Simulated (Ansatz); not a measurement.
# BClH2···H2: what the fields show

Input

```
crystal:
  periodic: [false, false, false]
  atoms:
    - { symbol: B, position_ang: [0.021721, -0.494079, -0.324735] }
    - { symbol: H, position_ang: [0.000292, 0.243004, 1.953359] }
    - { symbol: H, position_ang: [1.057504, 0.060475, -0.496388] }
    - { symbol: H, position_ang: [-1.042827, 0.003579, -0.49455] }
    - { symbol: Cl, position_ang: [0.070021, -2.267604, 0.098495] }
    - { symbol: H, position_ang: [0.022189, -0.469075, 1.95352] }
basis:
  gaussian: { orbitals: def2-SVPD }
hamiltonian:
  xc: hf
relax:
  f_tol: 0.03
  max_steps: 50
output:
  orbitals: {}
```

Command:

```sh
ansatz run input.yaml --threads 1 --pin off --max-ram 2048MiB --backend cpu --events-out ev --progress --plain --runs-dir out
```

The fields are those of the relaxed geometry.

These are results of RHF/def2-SVPD (Ansatz), not measurements.

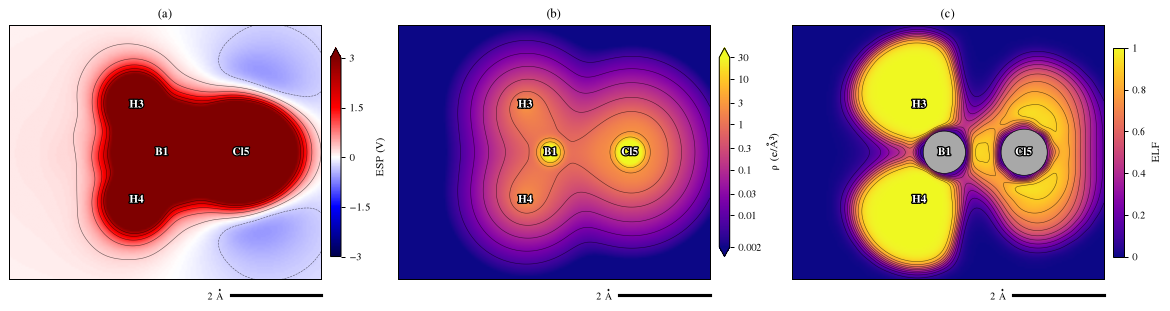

Figure 1. (a) electrostatic potential; (b) total electron density; (c) ELF on the plane of atoms H4, B1 and Cl5. Grey discs cover the atomic cores in the ELF map.

> What does the map show?

The section cuts through B, H and Cl sites.
B–Cl (1.76 Å): the density is about 1.3 e/Å³ at the midpoint; the ELF peaks at about 0.95 between the atoms (a shared but strongly polarised pair).
B–H (1.19 Å): ρ at the midpoint is about 1.3 e/Å³; the ELF climbs to about 1 towards the hydrogen, as it does in any bond to H (an ordinary covalent bond to hydrogen).
The ELF also peaks beside Cl5, away from the bonds: lone-pair regions.
Outside the dense part of the complex the potential is most negative (−0.6 V) near Cl5.

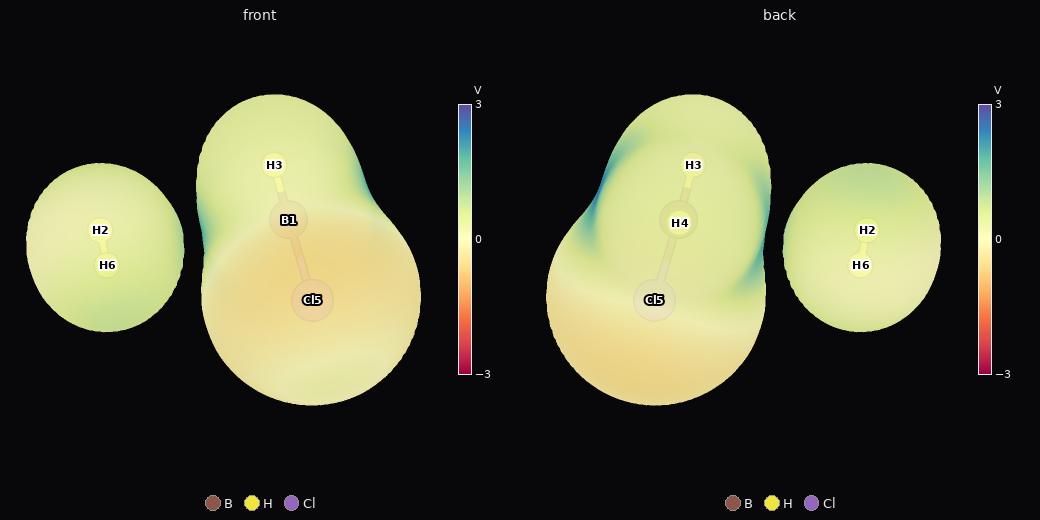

Figure 2. The electrostatic potential painted on the density surface at 0.002 e/bohr³, seen from the front and from behind; the colour scale runs from red (negative) to blue (positive).

> Describe the electrostatic potential map.

The most negative region (about −0.6 V) lies over Cl5, the most positive (about +2.2 V) over B1. Cl5 shows a σ-hole: about +0.2 V at the tip opposite its bond, against about −0.4 V on its flanks.

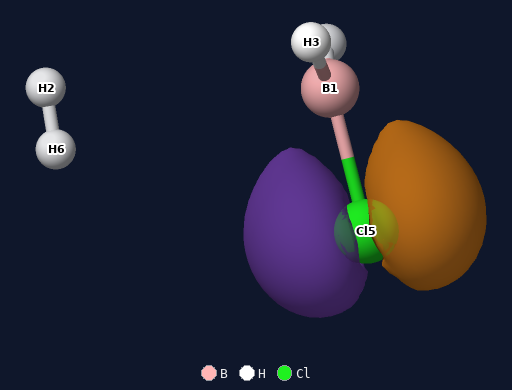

Figure 3. The HOMO−1 at ±0.2 Å⁻³ᐟ² (orange and purple are the two phases), seen across its widest extent.

> Where does this orbital lie, and at what energy?

Its weight (Hirshfeld) is mainly on Cl5 (about 90 %); largely a lone pair of Cl5. Its energy is −13.23 eV.
